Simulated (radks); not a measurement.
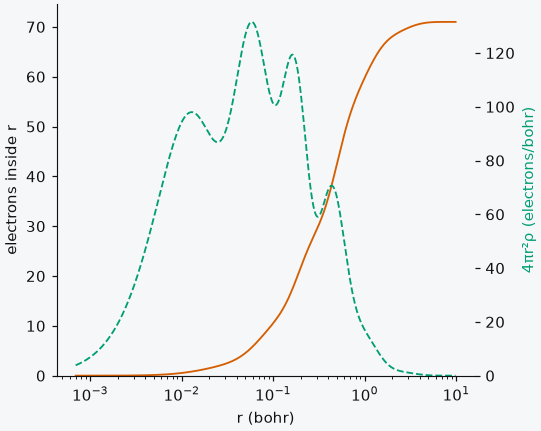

The number of electrons inside radius r (solid) and the radial density 4πr²ρ (dashed). The count levels off at 71 electrons. Half of them lie within 0.398 bohr, 90 % within 1.31 bohr and 99 % within 3.51 bohr. The radial density has minima at 0.0247, 0.106 and 0.310 bohr, where the count stands at 1.9, 11.1 and 29.9; these part the shells that the density resolves.

## Run report: Hf⁺, atomic calculation

Hf⁺ (Z = 72, 71 electrons) in the configuration [Xe] 4f14 5d1 6s2. Computed at this level: scalar-relativistic Kohn-Sham, LDA (Slater exchange, Perdew-Wang correlation), spin-unpolarised, spherical densities, point nucleus (the in-house radial solver radks).

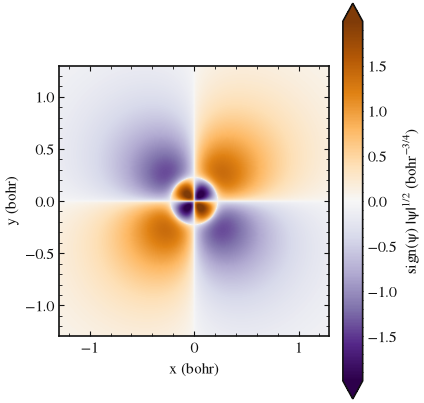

One occupied orbital is shown. In the xy plane through the nucleus, the colour gives the signed square root of ψ. The radial function comes from the spherical calculation and is multiplied by a real spherical harmonic; the overall sign is chosen so that the largest lobe of P(r) is positive; at the scalar-relativistic level it is the large component. It is 4d(xy). It has the nodal planes xz and yz and 1 radial node, at r = 0.227 bohr. The outermost maximum of P² lies at 0.471 bohr, ⟨r⟩ = 0.535 bohr, 90 % of the charge lies within 0.805 bohr, and the eigenvalue is −215.9 eV, with 10 electrons in the shell.

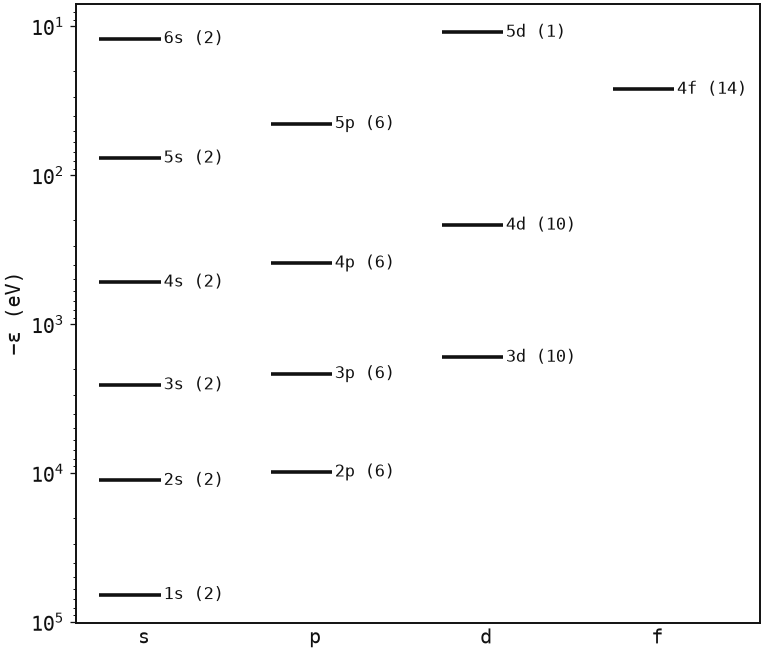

All occupied levels, on a logarithmic scale of binding energy, are drawn by angular momentum (occupations in brackets). The highest occupied level is 5d at −10.9 eV. The highest 4 occupied levels, from the top down, are 5d (−10.9 eV), 6s (−12.1 eV), 4f (−26.4 eV), 5p (−44.9 eV).

These pictures come from the run below.

**Input**
```
Z 72
configuration [Xe] 4f14 5d1 6s2
relativity scalar-relativistic
functional lda,pw
spin unpolarised
nucleus point
c 137.035999084
```

Energies in input and log are in hartree, lengths in bohr.

**The program's output**
```
1s      1   2.0000       -2397.58298331
2s      1   2.0000        -410.36136713
2p      1   6.0000        -360.49995868
3s      1   2.0000         -93.74703426
3p      1   6.0000         -78.85376320
3d      1  10.0000         -61.19690705
4s      1   2.0000         -19.13754790
4p      1   6.0000         -14.24947190
4d      1  10.0000          -7.93302819
4f      1  14.0000          -0.97129965
5s      1   2.0000          -2.81372206
5p      1   6.0000          -1.65173834
5d      1   1.0000          -0.40232719
6s      1   2.0000          -0.44408198
Etot -15068.953286754031
Ekin 16509.06442152654
Encl -37161.31210542863
Eh 5881.577234875853
Exc -298.28283772779093
err 1.0922706734610058e-08
it 17
```

**Orbitals**

```
orbital  occupation  energy (eV)  ⟨r⟩ (bohr)  outer maximum (bohr)
     1s           2     −65241.6     0.01900                0.0119
     2s           2     −11166.5     0.08042                0.0681
     2p           6      −9809.7     0.07175                0.0557
     3s           2      −2551.0      0.2088                 0.192
     3p           6      −2145.7      0.2087                 0.190
     3d          10      −1665.3      0.1890                 0.155
     4s           2     −520.759      0.4685                 0.437
     4p           6     −387.748      0.4980                 0.458
     4d          10     −215.869      0.5355                 0.471
     5s           2      −76.565       1.132                  1.01
     5p           6      −44.946       1.334                  1.16
     4f          14      −26.430      0.6755                 0.454
     6s           2      −12.084       3.092                  2.71
     5d           1      −10.948       2.162                  1.64
```

**Slater integrals of the outer shells (hartree)**

| integral | value |
| --- | --- |
| F0(5d,5d) | 0.4208 |
| F2(5d,5d) | 0.2124 |
| F4(5d,5d) | 0.1377 |
| F0(5d,6s) | 0.3310 |
| G2(5d,6s) | 0.1062 |
| F0(5d,4f) | 0.5535 |
| F2(5d,4f) | 0.1202 |
| F4(5d,4f) | 0.0560 |
| G1(5d,4f) | 0.0524 |
| G3(5d,4f) | 0.0424 |
| G5(5d,4f) | 0.0322 |
| F0(5d,5p) | 0.5047 |
| F2(5d,5p) | 0.2305 |
| G1(5d,5p) | 0.2641 |

**Key numbers**

```tsv
quantity	value
outcome	converged
total energy	−15068.9533 hartree
kinetic energy	16509.0644 hartree
electron–nucleus energy	−37161.3121 hartree
Hartree energy	5881.5772 hartree
exchange–correlation energy	−298.282838 hartree
radius at density 0.001 e/bohr³	4.57 bohr
SCF iterations	17
hardware	1 CPU thread, shared host
```
